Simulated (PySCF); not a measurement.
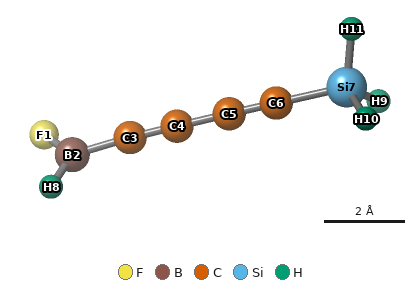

**Figure 1.** The structure (ball-and-stick view, seen at a tilt; atoms are numbered from 1 in the order of the input).

**What a change does: NMR shielding calculation on C$_{4}$H$_{4}$BFSi**

System: C$_{4}$H$_{4}$BFSi.
Method of the first run: GIAO B97-D/pcSseg-1 NMR shielding, non-relativistic, gas phase (PySCF 2.14.0).

The geometry comes from this level: PBE0-D3(BJ)/def2-SVP. Text and figures count atoms from 1; the logs count them from 0 in places.

## Input file, the first run
```
{"job": {"kind": "nmr", "xc": "B97-D", "basis": "pcSseg-1", "pop": false}, "charge": 0, "multiplicity": 1}
F      4.428380     0.175129     1.619617
B      3.819770     0.360123     0.462526
C      2.309572     0.192418     0.354211
C      1.100760     0.057246     0.187342
C     -0.241501    -0.100592     0.000802
C     -1.446320    -0.247606    -0.175565
Si    -3.248712    -0.474319    -0.441270
H      4.491558     0.657720    -0.495427
H     -3.617300    -1.868438    -0.063549
H     -3.567677    -0.235519    -1.877656
H     -3.988280     0.498063     0.412733
```

The first line tells a small driver script what to run in PySCF; the rest is the geometry in Å.

Launched with:
```bash
OMP_NUM_THREADS=1 python <driver script> task.json out
```

Hardware: 1 CPU thread, shared host.

## Output (the first run)
```
coarse grid: 10624 points
cycle   1  E = -568.6217327560  dE =  6.298e-01  |g| = 6.359e-01  |ddm| = 4.285e+00
cycle   2  E = -568.4597814287  dE =  1.620e-01  |g| = 1.183e+00  |ddm| = 1.974e+00
cycle   3  E = -568.6896249473  dE = -2.298e-01  |g| = 2.134e-01  |ddm| = 1.492e+00
cycle   4  E = -568.6979836764  dE = -8.359e-03  |g| = 9.556e-02  |ddm| = 2.852e-01
cycle   5  E = -568.6998663246  dE = -1.883e-03  |g| = 6.038e-02  |ddm| = 1.139e-01
cycle   6  E = -568.7007301397  dE = -8.638e-04  |g| = 1.199e-02  |ddm| = 4.702e-02
cycle   7  E = -568.7007128400  dE =  1.730e-05  |g| = 1.412e-02  |ddm| = 1.979e-02
cycle   8  E = -568.7007743545  dE = -6.151e-05  |g| = 1.535e-03  |ddm| = 1.317e-02
cycle   9  E = -568.7007750153  dE = -6.609e-07  |g| = 3.694e-04  |ddm| = 2.370e-03
final grid: 101064 points
cycle  10  E = -568.7341338935  dE = -3.606e-05  |g| = 2.585e-02  |ddm| = 1.863e-01
cycle  11  E = -568.7337641374  dE =  3.698e-04  |g| = 5.145e-02  |ddm| = 7.514e-02
cycle  12  E = -568.7342092643  dE = -4.451e-04  |g| = 1.069e-02  |ddm| = 5.778e-02
cycle  13  E = -568.7342403138  dE = -3.105e-05  |g| = 2.852e-03  |ddm| = 9.760e-03
cycle  14  E = -568.7342418190  dE = -1.505e-06  |g| = 1.430e-03  |ddm| = 2.975e-03
cycle  15  E = -568.7342423620  dE = -5.431e-07  |g| = 4.698e-04  |ddm| = 1.377e-03
cycle  16  E = -568.7342424288  dE = -6.678e-08  |g| = 3.876e-05  |ddm| = 5.020e-04
cycle  17  E = -568.7342424292  dE = -3.472e-10  |g| = 1.044e-05  |ddm| = 5.483e-05
converged SCF energy = -568.7342424292

GIAO shielding tensors (ppm)
atom      isotropic    diamagn.    paramagn.     s11        s22        s33       span
  0 F      172.065     465.554    -293.489    -51.852     80.369    487.677    539.529
  1 B       63.929     194.591    -130.662     30.981     68.533     92.274     61.293
  2 C       97.059     267.058    -169.998      4.615     10.405    276.158    271.544
  3 C       84.295     246.237    -161.942      9.193     21.523    222.168    212.975
  4 C       86.312     250.838    -164.526     -1.589      0.455    260.070    261.659
  5 C       93.658     263.263    -169.605      2.954     24.821    253.198    250.243
  6 Si     442.663     882.797    -440.135    433.775    436.191    458.022     24.248
  7 H       26.521      28.411      -1.890     24.472     25.512     29.578      5.106
  8 H       27.190      28.614      -1.424     23.957     25.678     31.935      7.977
  9 H       27.172      28.713      -1.541     23.882     25.707     31.926      8.044
 10 H       27.200      28.681      -1.481     23.972     25.669     31.959      7.987
```

The second run used a changed input.

## The two runs side by side

```csv
quantity,the first run,the second run
outcome,converged,converged
total energy (hartree),−568.734242,−568.441947
HOMO (eV),−6.65,−6.72
LUMO (eV),−3.34,−3.47
dipole moment (D),2.02,2.03
shielding of F1 (ppm),172.1,145.5
shielding of B2 (ppm),63.9,57.6
shielding of C3 (ppm),97.1,92.7
shielding of C4 (ppm),84.3,80.0
shielding of C5 (ppm),86.3,82.2
shielding of C6 (ppm),93.7,89.2
shielding of Si7 (ppm),442.7,434.2
SCF iterations,17,17
basis functions,146,146
wall time (shared host),17 s,17 s
```

What was changed in the input?

The change (lines with − go, lines with + come):
```diff
-"xc": "B97-D"
+"xc": "PBE"
```

The total energies belong to different methods, so their difference says nothing on which is more stable or more accurate. The HOMO goes from −6.65 to −6.72 eV. The LUMO goes from −3.34 to −3.47 eV. Of all shieldings, the largest change is that of F1, by −26.6 ppm. The functional changes from B97-D to PBE. The number of SCF iterations is the same.

## Output (the second run)
```
coarse grid: 10624 points
cycle   1  E = -568.3090243980  dE =  6.312e-01  |g| = 5.773e-01  |ddm| = 4.159e+00
cycle   2  E = -568.1943694300  dE =  1.147e-01  |g| = 1.010e+00  |ddm| = 1.803e+00
cycle   3  E = -568.3672819520  dE = -1.729e-01  |g| = 2.188e-01  |ddm| = 1.309e+00
cycle   4  E = -568.3754906311  dE = -8.209e-03  |g| = 9.804e-02  |ddm| = 2.838e-01
cycle   5  E = -568.3778096457  dE = -2.319e-03  |g| = 4.844e-02  |ddm| = 1.041e-01
cycle   6  E = -568.3783283926  dE = -5.187e-04  |g| = 1.281e-02  |ddm| = 4.231e-02
cycle   7  E = -568.3783275489  dE =  8.437e-07  |g| = 1.284e-02  |ddm| = 1.888e-02
cycle   8  E = -568.3783775823  dE = -5.003e-05  |g| = 1.315e-03  |ddm| = 1.257e-02
cycle   9  E = -568.3783781197  dE = -5.373e-07  |g| = 2.536e-04  |ddm| = 2.095e-03
final grid: 101064 points
cycle  10  E = -568.4419371843  dE = -5.036e-05  |g| = 5.672e-03  |ddm| = 1.694e-01
cycle  11  E = -568.4419318365  dE =  5.348e-06  |g| = 6.733e-03  |ddm| = 1.897e-02
cycle  12  E = -568.4419437209  dE = -1.188e-05  |g| = 3.259e-03  |ddm| = 1.113e-02
cycle  13  E = -568.4419464392  dE = -2.718e-06  |g| = 7.551e-04  |ddm| = 2.798e-03
cycle  14  E = -568.4419465750  dE = -1.359e-07  |g| = 1.183e-04  |ddm| = 6.359e-04
cycle  15  E = -568.4419465762  dE = -1.208e-09  |g| = 8.888e-05  |ddm| = 1.579e-04
cycle  16  E = -568.4419465780  dE = -1.775e-09  |g| = 3.637e-05  |ddm| = 1.147e-04
cycle  17  E = -568.4419465784  dE = -3.997e-10  |g| = 1.101e-05  |ddm| = 3.395e-05
converged SCF energy = -568.4419465784

GIAO shielding tensors (ppm)
atom      isotropic    diamagn.    paramagn.     s11        s22        s33       span
  0 F      145.453     464.672    -319.219    -92.484     38.436    490.407    582.890
  1 B       57.594     194.729    -137.135     20.762     61.304     90.716     69.954
  2 C       92.671     268.470    -175.799     -1.251      3.364    275.901    277.152
  3 C       80.029     243.950    -163.922      5.293     16.750    218.042    212.750
  4 C       82.173     248.420    -166.247     -7.058     -5.338    258.915    265.973
  5 C       89.199     264.794    -175.594     -3.011     19.975    250.634    253.646
  6 Si     434.236     883.011    -448.776    423.500    425.990    453.217     29.717
  7 H       26.120      28.115      -1.995     24.154     25.070     29.135      4.981
  8 H       26.815      28.279      -1.464     23.533     25.287     31.624      8.092
  9 H       26.799      28.375      -1.577     23.455     25.321     31.620      8.165
 10 H       26.825      28.341      -1.517     23.548     25.278     31.648      8.101
```
